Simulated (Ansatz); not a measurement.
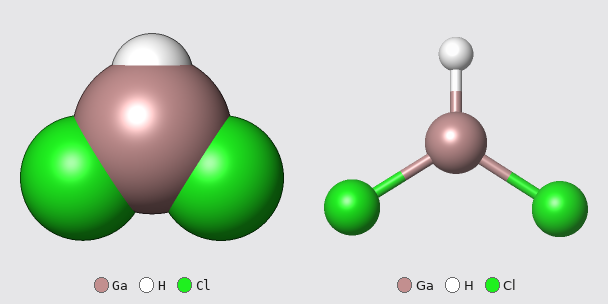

Two views of one molecule.

Description:

It has 4 atoms: 2 chlorine, 1 gallium and 1 hydrogen (Cl₂GaH). This geometry has C2v symmetry. All atoms lie on one plane. Coordination: 1 Ga trigonal planar.

The parts below concern this one geometry. Atoms keep their numbers from picture to picture. Computed geometry: PBE0-D4/def2-TZVP optimisation.

Vibrations

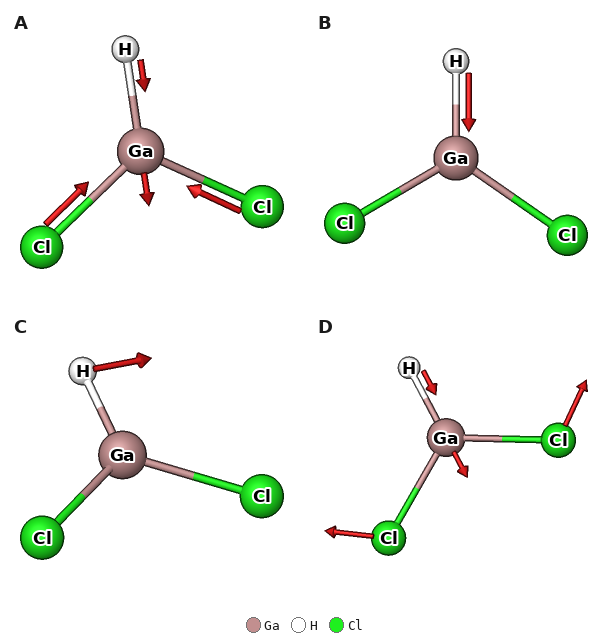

4 normal modes of one molecule or complex, as arrows. Harmonic vibrations computed with RKS PBE0-D4/def2-TZVP (Ansatz 0.2.0) at a stationary point of the same level.

Question: Match the panels to the wavenumbers 134 cm⁻¹, 415 cm⁻¹, 603 cm⁻¹, 2065 cm⁻¹.

Answer: A: 415 cm⁻¹, in-phase stretching of 2 Ga–Cl bonds
B: 2065 cm⁻¹, Ga–H stretching
C: 603 cm⁻¹, Cl–Ga–H bending
D: 134 cm⁻¹, Cl–Ga–Cl bending

Electronic properties

Properties computed with RKS PBE0-D4/def2-TZVPP (Ansatz 0.2.0).

Question: Estimate the HOMO energy (Kohn–Sham orbital).

Answer: −9.16 eV.

Question: Give the LUMO energy (Kohn–Sham orbital) at this level.

Answer: −1.73 eV.

Dipole moment

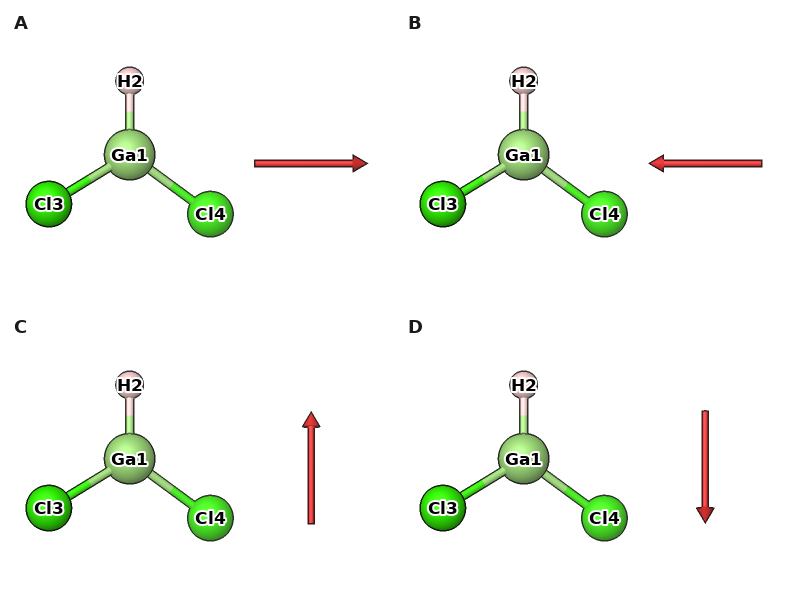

The same molecule four times, each with an arrow. Level of theory: RKS PBE0-D4/def2-TZVP (Ansatz 0.2.0).

Question: Which arrow points along the dipole moment, from the negative to the positive end?

Answer: C. The dipole moment is 1.71 D; it points from the side of Cl3, Cl4 to the side of H2 (the outermost atoms at the two ends).
